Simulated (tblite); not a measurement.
# C5H9NSeSi: the cost of one run

Computed with tblite 0.8.0 and PySCF 2.14.0, with density-fitted response routines of our own, on a single molecule in the gas phase. Atoms count from 0, in the outputs and in this text.

## 1. The starting structure

17 atoms, charge 0, multiplicity 1; geometry from: force field or distance geometry start.

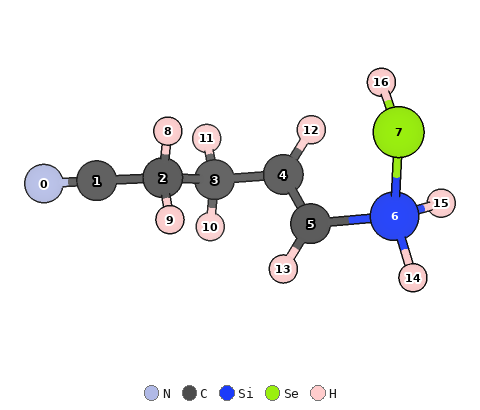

The starting geometry (nitrogen light blue, carbon dark grey, silicon blue, selenium green, hydrogen pink), atoms numbered; sticks join atoms by distance.

## 2. Relaxing the molecule with GFN2-xTB

What the job is given:

```
{"job": {"kind": "relax", "xc": "GFN2-xTB", "basis": "xTB"}, "charge": 0, "multiplicity": 1}
N      4.450600     0.296900    -0.842400
C      3.282700     0.313200    -0.770500
C      1.833400     0.316300    -0.655200
C      1.387900     0.086500     0.780600
C     -0.109600     0.129400     0.927700
C     -0.893500    -0.839600     0.425100
Si    -2.724400    -0.763500     0.603000
Se    -3.523500     1.070400    -0.483700
H      1.454500     1.302600    -1.007200
H      1.413100    -0.475100    -1.315900
H      1.755800    -0.909900     1.143300
H      1.823600     0.863700     1.441900
H     -0.558200     0.968500     1.463500
H     -0.449200    -1.692900    -0.086400
H     -3.321200    -1.970400     0.025400
H     -3.080000    -0.683600     2.044200
H     -2.749000     1.999500     0.456400
```

Started as:

```sh
$ OMP_NUM_THREADS=1 python probes_run.py task.json out
```

One launch serves the whole session: the jobs run in the order shown.

**Question.** How long does this first job take on 1 thread of Intel Xeon at 2.50GHz, shared host, and how much memory does it need?

About 3.8 s, with a peak of 0.18 GiB.
